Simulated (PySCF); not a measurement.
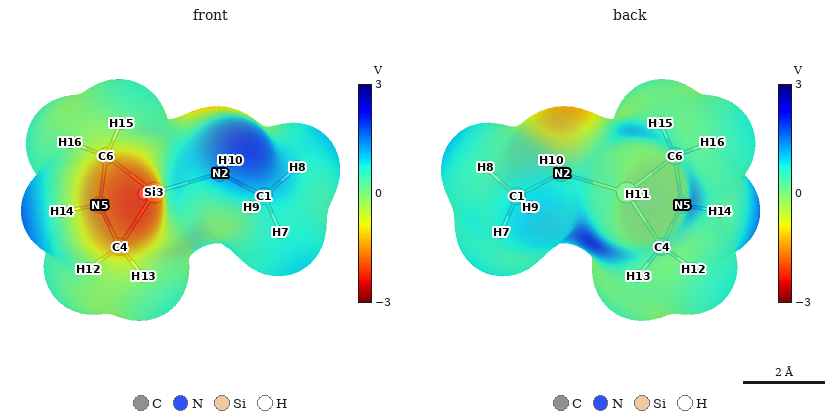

Figure 1: C$_{3}$H$_{10}$N$_{2}$Si (SMILES CN[SiH]1CNC1). The molecular electrostatic potential painted on the density surface at 0.004 e/bohr³, seen from the front and from behind; red is negative and blue positive.

Geometry: GFN2-xTB.

Level of theory: PBE0/pcSseg-1, SCF density, gas phase, non-relativistic in PySCF 2.14.0.

```xyz
16

C     2.4809   -0.6635   -0.7783
N     1.4583   -0.2912    0.1701
Si    0.0416    0.5791   -0.2421
C    -1.6281   -0.2577   -0.7121
N    -2.0595   -0.1635    0.6881
C    -1.1301    0.8236    1.2455
H     2.2663   -1.6144   -1.2765
H     3.4455   -0.7464   -0.2745
H     2.5498    0.1106   -1.5382
H     1.3956   -0.9497    0.9332
H     0.4526    1.7204   -1.0612
H    -2.2478    0.3220   -1.4067
H    -1.6443   -1.2977   -1.0478
H    -3.0381    0.0702    0.8069
H    -0.8059    0.5319    2.2458
H    -1.5445    1.8352    1.3134
```

Question: Describe the electrostatic potential map.

Answer: The most negative region (about −2.2 V) lies over N5, the most positive (about +2.0 V) over Si3 and H10. N5 is the likeliest acceptor of a hydrogen bond.

Question: What dipole moment does the calculation give?

Answer: Its dipole moment is 1.00 D.
